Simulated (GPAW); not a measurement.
# Magnetic state of MnGa7N8 (GaN32 Mn2 d3p18) from several starts

Wanted: the moments of MnGa7N8 (GaN32 Mn2 d3p18) and the energy of each order that was tried.

Main program and level: GPAW 26.7.0; PBE with U = 4 eV on Mn d; plane waves with GPAW's PAW setups, scalar-relativistic.

**1. Set-up**

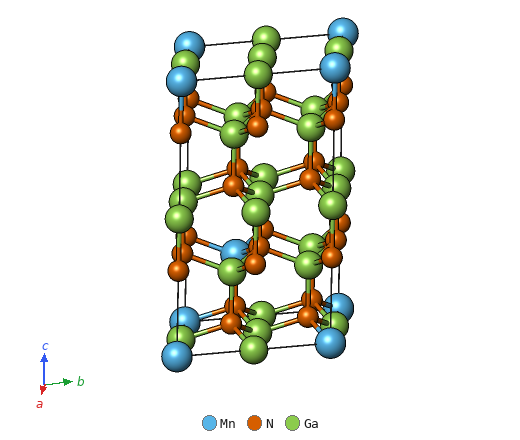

Start, viewed slightly off an axis; manganese blue, nitrogen orange, gallium green. Bonds to atoms that aren't drawn are left out. Some periodic images of atoms are drawn too.

The cell is a made-up one and need not be a known phase.

**2. Order 1, typed as ferro ++**

The parallel start comes first: it fits the smallest cell, keeps the most symmetry and shows whether parallel moments form. A Hubbard U of customary size acts on the open shell; it was not fitted to this crystal.

Input file order1.py:

```python
import json
import numpy as np
from ase import Atoms
from ase.parallel import paropen, parprint
from gpaw import GPAW

atoms = Atoms(['Mn', 'N', 'Mn', 'N', 'Ga', 'N', 'Ga', 'N', 'Ga', 'N', 'Ga', 'N', 'Ga', 'N', 'Ga', 'N', 'Ga', 'N', 'Ga', 'N', 'Ga', 'N', 'Ga', 'N', 'Ga', 'N', 'Ga', 'N', 'Ga', 'N', 'Ga', 'N'],
    cell=[[6.378, 0.0, 0.0],
         [-3.189, 5.52351, 0.0],
         [0.0, 0.0, 10.37]],
    scaled_positions=[[0.0, 0.0, 0.0],
         [0.166667, 0.333333, 0.0615],
         [0.166667, 0.333333, 0.25],
         [0.0, 0.0, 0.3115],
         [0.0, 0.0, 0.5],
         [0.166667, 0.333333, 0.5615],
         [0.166667, 0.333333, 0.75],
         [0.0, 0.0, 0.8115],
         [0.0, 0.5, 0.0],
         [0.166667, 0.833333, 0.0615],
         [0.166667, 0.833333, 0.25],
         [0.0, 0.5, 0.3115],
         [0.0, 0.5, 0.5],
         [0.166667, 0.833333, 0.5615],
         [0.166667, 0.833333, 0.75],
         [0.0, 0.5, 0.8115],
         [0.5, 0.0, 0.0],
         [0.666667, 0.333333, 0.0615],
         [0.666667, 0.333333, 0.25],
         [0.5, 0.0, 0.3115],
         [0.5, 0.0, 0.5],
         [0.666667, 0.333333, 0.5615],
         [0.666667, 0.333333, 0.75],
         [0.5, 0.0, 0.8115],
         [0.5, 0.5, 0.0],
         [0.666667, 0.833333, 0.0615],
         [0.666667, 0.833333, 0.25],
         [0.5, 0.5, 0.3115],
         [0.5, 0.5, 0.5],
         [0.666667, 0.833333, 0.5615],
         [0.666667, 0.833333, 0.75],
         [0.5, 0.5, 0.8115]],
    pbc=True,
    magmoms=[4.5, 0.0, 4.5, 0.0, 0.0, 0.0, 0.0, 0.0, 0.0, 0.0, 0.0, 0.0, 0.0, 0.0, 0.0, 0.0, 0.0, 0.0, 0.0, 0.0, 0.0, 0.0, 0.0, 0.0, 0.0, 0.0, 0.0, 0.0, 0.0, 0.0, 0.0, 0.0])
atoms.calc = GPAW(mode={'name': 'pw', 'ecut': 600},
    xc='PBE',
    kpts={'size': (5, 5, 3), 'gamma': True},
    occupations={'name': 'fermi-dirac', 'width': 0.05},
    convergence={'density': 1e-05, 'energy': 1e-05},
    maxiter=200,
    mixer={'name': 'pulay', 'beta': 0.05, 'nmaxold': 6, 'weight': 50},
    setups={'Mn': ':d,4.0'},
    symmetry={'tolerance': 1e-4},
    txt='order1.txt')
e = atoms.get_potential_energy(force_consistent=True)
res = {'free_energy': e, 'energy_sigma0': atoms.get_potential_energy(), 'fermi_energy': atoms.calc.get_fermi_level()}
res['moments'] = atoms.get_magnetic_moments().tolist()
res['total'] = atoms.get_magnetic_moment()
parprint('site moments (muB):', np.round(res['moments'], 3))
parprint(f"total moment: {res['total']:.3f} muB")
parprint(f'free energy: {e:.6f} eV')
atoms.calc.write('order1.gpw')
with paropen('results.json', 'w') as f:
    json.dump(res, f)
```

On the command line:

```bash
OMP_NUM_THREADS=1 mpirun -n 4 gpaw python order1.py > order1.log
```

What it wrote:

```text
site moments (muB): [ 3.943e+00 -9.900e-02  3.951e+00 -2.400e-02  8.000e-03 -2.000e-03
  8.000e-03 -3.700e-02  2.000e-02 -2.600e-02  2.100e-02 -3.500e-02
  6.000e-03 -1.000e-03  7.000e-03 -1.000e-03  1.600e-02 -1.000e-03
  1.600e-02 -2.000e-03  1.000e-03 -0.000e+00  1.000e-03  0.000e+00
  2.000e-02 -2.600e-02  2.100e-02 -3.500e-02  6.000e-03 -1.000e-03
  7.000e-03 -1.000e-03]
total moment: 8.000 muB
free energy: -198.226754 eV

--- order1.txt ---
Input parameters:
  mode=PW(ecut=600),
  convergence={'density': 1e-05, 'energy': 1e-05},
  kpts=MonkhorstPack(size=(5, 5, 3), gamma=True),
  maxiter=200,
  mixer=Pulay(name='pulay', nmaxold=6, beta=0.05, weight=50, sigma=0.015, g_ss=None),
  occupations=Occupations(name='fermi-dirac', width=0.05),
  setups={'Mn': ':d,4.0'},
  symmetry=Symmetry(tolerance=0.0001),
  xc=XC(name='PBE')

Diagonalizing LCAO Hamiltonian
Converting LCAO to pw mode

          Ga      Ga
         N       N
           NGa     NGa
          N       N
            N       N
         Ga      Ga
           Ga      Ga
         NGa     NGa
            Mn      Ga
          NN      NN

         Ga N    Ga N
           Mn      Ga

Atoms  # Å, Bohr magnetons
|    | symbol |         x |        y |        z |    initial magnetic moments |
|----|--------|-----------|----------|----------|-----------------------------|
|  0 |     Mn |  0.000000 | 0.000000 | 0.000000 | ( 0.0000,  0.0000,  4.5000) |
|  1 |      N |  0.000003 | 1.841168 | 0.637755 | ( 0.0000,  0.0000,  0.0000) |
|  2 |     Mn |  0.000003 | 1.841168 | 2.592500 | ( 0.0000,  0.0000,  4.5000) |
|  3 |      N |  0.000000 | 0.000000 | 3.230255 | ( 0.0000,  0.0000,  0.0000) |
|  4 |     Ga |  0.000000 | 0.000000 | 5.185000 | ( 0.0000,  0.0000,  0.0000) |
|  5 |      N |  0.000003 | 1.841168 | 5.822755 | ( 0.0000,  0.0000,  0.0000) |
|  6 |     Ga |  0.000003 | 1.841168 | 7.777500 | ( 0.0000,  0.0000,  0.0000) |
|  7 |      N |  0.000000 | 0.000000 | 8.415255 | ( 0.0000,  0.0000,  0.0000) |
|  8 |     Ga | -1.594500 | 2.761755 | 0.000000 | ( 0.0000,  0.0000,  0.0000) |
|  9 |      N | -1.594497 | 4.602923 | 0.637755 | ( 0.0000,  0.0000,  0.0000) |
| 10 |     Ga | -1.594497 | 4.602923 | 2.592500 | ( 0.0000,  0.0000,  0.0000) |
| 11 |      N | -1.594500 | 2.761755 | 3.230255 | ( 0.0000,  0.0000,  0.0000) |
| 12 |     Ga | -1.594500 | 2.761755 | 5.185000 | ( 0.0000,  0.0000,  0.0000) |
| 13 |      N | -1.594497 | 4.602923 | 5.822755 | ( 0.0000,  0.0000,  0.0000) |
| 14 |     Ga | -1.594497 | 4.602923 | 7.777500 | ( 0.0000,  0.0000,  0.0000) |
| 15 |      N | -1.594500 | 2.761755 | 8.415255 | ( 0.0000,  0.0000,  0.0000) |
| 16 |     Ga |  3.189000 | 0.000000 | 0.000000 | ( 0.0000,  0.0000,  0.0000) |
| 17 |      N |  3.189003 | 1.841168 | 0.637755 | ( 0.0000,  0.0000,  0.0000) |
| 18 |     Ga |  3.189003 | 1.841168 | 2.592500 | ( 0.0000,  0.0000,  0.0000) |
| 19 |      N |  3.189000 | 0.000000 | 3.230255 | ( 0.0000,  0.0000,  0.0000) |
| 20 |     Ga |  3.189000 | 0.000000 | 5.185000 | ( 0.0000,  0.0000,  0.0000) |
| 21 |      N |  3.189003 | 1.841168 | 5.822755 | ( 0.0000,  0.0000,  0.0000) |
| 22 |     Ga |  3.189003 | 1.841168 | 7.777500 | ( 0.0000,  0.0000,  0.0000) |
| 23 |      N |  3.189000 | 0.000000 | 8.415255 | ( 0.0000,  0.0000,  0.0000) |
| 24 |     Ga |  1.594500 | 2.761755 | 0.000000 | ( 0.0000,  0.0000,  0.0000) |
| 25 |      N |  1.594503 | 4.602923 | 0.637755 | ( 0.0000,  0.0000,  0.0000) |
| 26 |     Ga |  1.594503 | 4.602923 | 2.592500 | ( 0.0000,  0.0000,  0.0000) |
| 27 |      N |  1.594500 | 2.761755 | 3.230255 | ( 0.0000,  0.0000,  0.0000) |
| 28 |     Ga |  1.594500 | 2.761755 | 5.185000 | ( 0.0000,  0.0000,  0.0000) |
| 29 |      N |  1.594503 | 4.602923 | 5.822755 | ( 0.0000,  0.0000,  0.0000) |
| 30 |     Ga |  1.594503 | 4.602923 | 7.777500 | ( 0.0000,  0.0000,  0.0000) |
| 31 |      N |  1.594500 | 2.761755 | 8.415255 | ( 0.0000,  0.0000,  0.0000) |

Unit cell  # Å
| periodic |         x |        y |         z |   lengths |     angles |
|----------|-----------|----------|-----------|-----------|------------|
|      yes |  6.378000 | 0.000000 |  0.000000 |  6.378000 |  90.000000 |
|      yes | -3.189000 | 5.523510 |  0.000000 |  6.378000 |  90.000000 |
|      yes |  0.000000 | 0.000000 | 10.370000 | 10.370000 | 120.000000 |

Number of symmetries: 2

BZ-sampling:
  Number of BZ points: 75
  Number of IBZ points: 24

  Monkhorst-Pack size: [5, 5, 3]
  Monkhorst-Pack shift: [0, 0, 0]

K-points  # in reciprocal-cell coordinates
|     |                                coordinates |     weight |
|-----|--------------------------------------------|------------|
|   0 | (  0.00000000,   0.00000000,   0.00000000) | 0.01333333 |
|   1 | (  0.00000000,   0.00000000,   0.33333333) | 0.02666667 |
|   2 | (  0.00000000,   0.20000000,  -0.33333333) | 0.02666667 |
|   3 | (  0.00000000,   0.20000000,   0.00000000) | 0.02666667 |
|   4 | (  0.00000000,   0.20000000,   0.33333333) | 0.02666667 |
|   5 | (  0.00000000,   0.40000000,  -0.33333333) | 0.02666667 |
|   6 | (  0.00000000,   0.40000000,   0.00000000) | 0.02666667 |
|   7 | (  0.00000000,   0.40000000,   0.33333333) | 0.02666667 |
|   8 | (  0.20000000,   0.00000000,  -0.33333333) | 0.05333333 |
|   9 | (  0.20000000,   0.00000000,   0.00000000) | 0.05333333 |
| ... |                                            |            |
|  23 | (  0.40000000,   0.40000000,   0.33333333) | 0.05333333 |

Plane wave coefficients: 12263
Cutoff: 600.0 eV

Spin-components: 2 (collinear spins)
Bands:           101
Projectors:      162
Spin-degeneracy: 1
Datatype:        complex128

Parallelization:
  kpt:    4
  domain: 1
  band:   1

Density:
  Valence electrons: 152.0
  Components: 2
  Grid points: [40 40 60]
  Charge: 0.0  # |e|

Potential:
  Grid points: [40 40 60]

species:
  Mn:
    name:    Manganese
    Z:       25.0
    valence: 15
    core:    10
    charge:  0.0  # [|e|]
    Hubbard: {U: 4.0,  # eV
              l: 2,
              scale: True}
    compensation charges:
      type: gauss
      rc: 0.38  # [Å]
      lmax: 2
    cutoffs:
      filter: 2.14  # [Å]
      core: 0.86  # [Å]
    projectors
    | kind |    occ | energy [eV] | rcut [Å] |
    |------|--------|-------------|----------|
    |   3s |  2.000 |     -85.859 |    1.275 |
    |   4s |  2.000 |      -5.106 |    1.275 |
    |   3p |  6.000 |     -54.597 |    1.281 |
    |   4p |  0.000 |      -1.371 |    1.281 |
    |   3d |  5.000 |      -6.771 |    1.138 |
    |    d |        |      20.441 |    1.138 |

    Using partial waves for Mn as LCAO basis

  N:
    name:    Nitrogen
    Z:       7.0
    valence: 5
    core:    2
    charge:  0.0  # [|e|]
    compensation charges:
      type: gauss
      rc: 0.18  # [Å]
      lmax: 2
    cutoffs:
      filter: 1.11  # [Å]
      core: 0.96  # [Å]
    projectors
    | kind |    occ | energy [eV] | rcut [Å] |
    |------|--------|-------------|----------|
    |   2s |  2.000 |     -18.583 |    0.603 |
    |   2p |  3.000 |      -7.089 |    0.529 |
    |    s |        |       8.629 |    0.603 |
    |    p |        |      20.123 |    0.529 |
    |    d |        |       0.000 |    0.577 |

    Using partial waves for N as LCAO basis

  Ga:
    name:    Gallium
    Z:       31.0
    valence: 3
    core:    28
    charge:  0.0  # [|e|]
    compensation charges:
      type: gauss
      rc: 0.37  # [Å]
      lmax: 2
    cutoffs:
      filter: 2.06  # [Å]
      core: 4.17  # [Å]
    projectors
    | kind |    occ | energy [eV] | rcut [Å] |
    |------|--------|-------------|----------|
    |   4s |  2.000 |      -8.945 |    1.164 |
    |   4p |  1.000 |      -2.580 |    1.164 |
    |    s |        |      18.266 |    1.164 |
    |    p |        |      24.631 |    1.164 |
    |    d |        |       0.000 |    1.164 |

    Using partial waves for Ga as LCAO basis

Reference energy: -827121.121619  # eV

eigensolver:
  PPCG
  Converge bands: occupied
  niter=2

density mixing:
  Pulay-Mixer
  Linear mixing parameters: 0.05
  Old densities: 6
  Fourier metric: weight=50, sigma=0.015

occupation numbers:
  Fermi-Dirac:
    width: 0.0500  # eV

poisson solver:
  ecut: 4800.0  # eV

xc functional:
  name: PBE with 2 nearest neighbor stencil

convergence criteria:
- Maximum integral of absolute [dens]ity change: 1e-05 electrons / valence electron
- Maximum [total energy] change in last 3 cyles: 1e-05 eV / valence electron
- Maximum integral of absolute [eigenst]ate change: 4e-08 eV^2 / valence electron
maximum number of iterations: 200

SCF iterations
|iter     |      energy | eigst |  dens |  magmom |
|---------|-------------|-------|-------|---------|
|iter:   1|       0s | -225.443033 | +0.16 |       |  +9.0156|
|iter:   2|      34s | -218.034083 | -1.00 | -0.63 |  +8.9648|
|iter:   3|      67s | -198.148746 | +0.32 | -0.68 |  +8.6361|
|iter:   4|     100s | -198.287905 | -1.17 | -1.14 |  +8.5993|
|iter:   5|     133s | -198.175326 | -1.73 | -1.18 |  +8.4648|
|iter:   6|     166s | -198.194277 | -2.38 | -1.31 |  +8.3417|
|iter:   7|     199s | -198.209012 | -2.23 | -1.43 |  +8.0701|
|iter:   8|     232s | -198.206707 | -3.15 | -2.06 |  +8.0330|
|iter:   9|     265s | -198.207921 | -3.70 | -2.35 |  +8.0148|
|iter:  10|     298s | -198.208785 | -4.36 | -2.54 |  +8.0093|
[... 13 iterations left out ...]
|iter:  24|     754s | -198.211927c| -7.19 | -4.08 |  +7.9998|
|iter:  25|     771s | -198.211930c| -7.85c| -4.19 |  +7.9998|
|iter:  26|     803s | -198.211946c| -7.18 | -4.22 |  +7.9999|
|iter:  27|     836s | -198.211958c| -7.18 | -4.44 |  +7.9999|
|iter:  28|     852s | -198.211961c| -7.81c| -4.62 |  +7.9999|
|iter:  29|     876s | -198.211966c| -7.69c| -4.65 |  +8.0000|
|iter:  30|     892s | -198.211966c| -7.99c| -4.73 |  +8.0000|
|iter:  31|     908s | -198.211967c| -8.17c| -4.81 |  +8.0000|
|iter:  32|     924s | -198.211969c| -7.83c| -4.87 |  +8.0000|
|iter:  33|     940s | -198.211970c| -8.11c| -5.13c|  +8.0000|

Converged in 33 steps
Energy contributions relative to reference atoms: (reference = -827121.121619)

Energy contributions:
  Kinetic:         526.176000
  Coulomb:        -456.961953
  Zero:              0.950532
  External:          0.000000
  Xc:             -268.361764
  Entropy:          -0.029569
  Spinorbit:         0.000000
  ----------------------------
  Free energy:    -198.226754
  Extrapolated:   -198.211970

dipole moment: (-79.631491, -99.510805, -114.045193)  # |e|*Ang

Total magnetic moment: (0.000000, 0.000000, 8.000040)

Local magnetic moments
|        x |        y |         z |
|----------|----------|-----------|
| 0.000000 | 0.000000 |  3.942804 |  # Mn   0
| 0.000000 | 0.000000 | -0.098654 |  # N    1
| 0.000000 | 0.000000 |  3.950630 |  # Mn   2
| 0.000000 | 0.000000 | -0.023991 |  # N    3
| 0.000000 | 0.000000 |  0.008377 |  # Ga   4
| 0.000000 | 0.000000 | -0.001683 |  # N    5
| 0.000000 | 0.000000 |  0.007729 |  # Ga   6
| 0.000000 | 0.000000 | -0.037243 |  # N    7
| 0.000000 | 0.000000 |  0.019995 |  # Ga   8
| 0.000000 | 0.000000 | -0.025958 |  # N    9
| 0.000000 | 0.000000 |  0.020967 |  # Ga  10
| 0.000000 | 0.000000 | -0.034932 |  # N   11
| 0.000000 | 0.000000 |  0.006110 |  # Ga  12
| 0.000000 | 0.000000 | -0.001005 |  # N   13
| 0.000000 | 0.000000 |  0.006727 |  # Ga  14
| 0.000000 | 0.000000 | -0.000501 |  # N   15
[...]
| 0.000000 | 0.000000 |  0.001427 |  # Ga  22
| 0.000000 | 0.000000 |  0.000496 |  # N   23
| 0.000000 | 0.000000 |  0.019995 |  # Ga  24
| 0.000000 | 0.000000 | -0.025958 |  # N   25
| 0.000000 | 0.000000 |  0.020967 |  # Ga  26
| 0.000000 | 0.000000 | -0.034932 |  # N   27
| 0.000000 | 0.000000 |  0.006110 |  # Ga  28
| 0.000000 | 0.000000 | -0.001005 |  # N   29
| 0.000000 | 0.000000 |  0.006727 |  # Ga  30
| 0.000000 | 0.000000 | -0.000501 |  # N   31

Fermi level: 7.321
Eigenvalues  # (at kpt = [0.000, 0.000, 0.000])
| band index |      eig [eV] | occ [0-1] |      eig [eV] | occ [0-1] |
|------------|---------------|-----------|---------------|-----------|
|          0 |       -73.572 |     1.000 |       -69.116 |     1.000 |
|        ... |               |           |               |           |
|         67 |         5.058 |     1.000 |         5.711 |     1.000 |
|         68 |         5.569 |     1.000 |         5.730 |     1.000 |
|         69 |         5.594 |     1.000 |         6.092 |     1.000 |
|         70 |         5.680 |     1.000 |         6.201 |     1.000 |
|         71 |         5.684 |     1.000 |         6.224 |     1.000 |
|         72 |         5.791 |     1.000 |         8.616 |     0.000 |
|         73 |         5.861 |     1.000 |        10.155 |     0.000 |
|         74 |         6.154 |     1.000 |        10.463 |     0.000 |
|         75 |         6.189 |     1.000 |        10.544 |     0.000 |
|         76 |         6.424 |     1.000 |        10.589 |     0.000 |
|         77 |         7.304 |     0.587 |        10.649 |     0.000 |
|         78 |         7.476 |     0.043 |        10.680 |     0.000 |
|         79 |         7.541 |     0.012 |        10.702 |     0.000 |
|         80 |         7.798 |     0.000 |        10.817 |     0.000 |
|         81 |         8.055 |     0.000 |        10.821 |     0.000 |
|         82 |         8.569 |     0.000 |        10.966 |     0.000 |
|        ... |               |           |               |           |
|        100 |        13.067 |     0.000 |        14.613 |     0.000 |

No gap
No difference between direct/indirect transitions
```

Elapsed: 17 min, on 4 MPI ranks of Arm Neoverse V2, shared host; peak memory 3 GiB; 66 min of CPU time.

Spin moment in the augmentation sphere by element, in μB:

```
element  atoms   mean  spread (r.m.s.)  least  largest
     Mn      2   3.95             0.00   3.94     3.95
      N     16  -0.02             0.03  -0.10     0.00
     Ga     14   0.01             0.01   0.00     0.02
```

The atoms farthest from the mean of their element:

```
atom        x, y, z (Å)  spin moment in the augmentation sphere (μB)
  N2   0.00, 1.84, 0.64                                        -0.10
  N8   0.00, 0.00, 8.42                                        -0.04
 N24   3.19, 0.00, 8.42                                         0.00
 N22   3.19, 1.84, 5.82                                         0.00
 N16  -1.59, 2.76, 8.42                                         0.00
 N32   1.59, 2.76, 8.42                                         0.00
 N18   3.19, 1.84, 0.64                                         0.00
 N14  -1.59, 4.60, 5.82                                         0.00
```

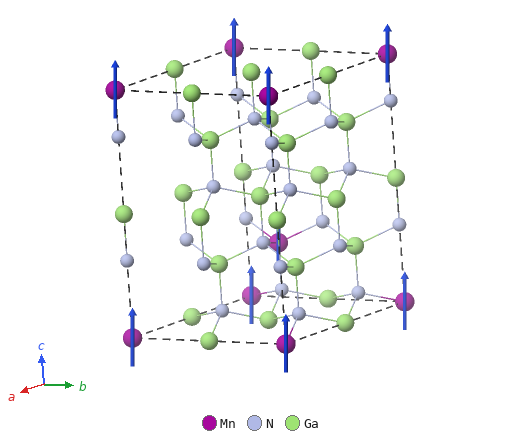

Spin moment in the augmentation sphere as arrows, the longest 3.95 μB. Up and down stand for the sign. Arrows give size and sign along the axis of quantisation, drawn up and down the page. Bonds to atoms that aren't drawn are left out. Some periodic images of atoms are drawn too.

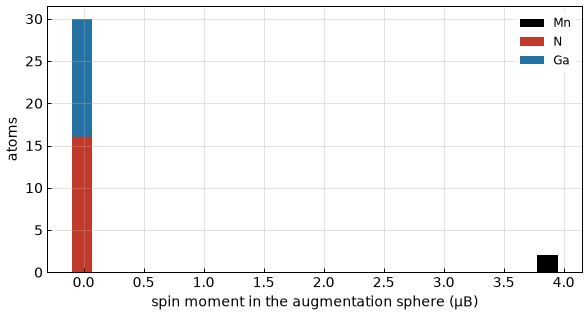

Spin moment in the augmentation sphere as a stacked histogram.

Read from the output:

* magnetization: 8.000 μB
* final state: ferromagnetic

After 33 cycles the largest moment stands at 3.95 μB.

[end of part 1 of 2]

[Logs and program files are shortened in this print: banners, set-up blocks, solver, clock and traceback lines can be left out without a mark of their own.]

[Logs are printed without paths, hosts, clocks, repeated set-up lines and the standing remarks that a program may print on its own settings, such as how far it seeks lower states.]

[Hosts, paths, dates, database ids (printed as entryN), source tags and the programs' standing remarks are cut or masked in the printed files.]

[Where a cell is said to come from a database of computed structures, the database is the Materials Project.]
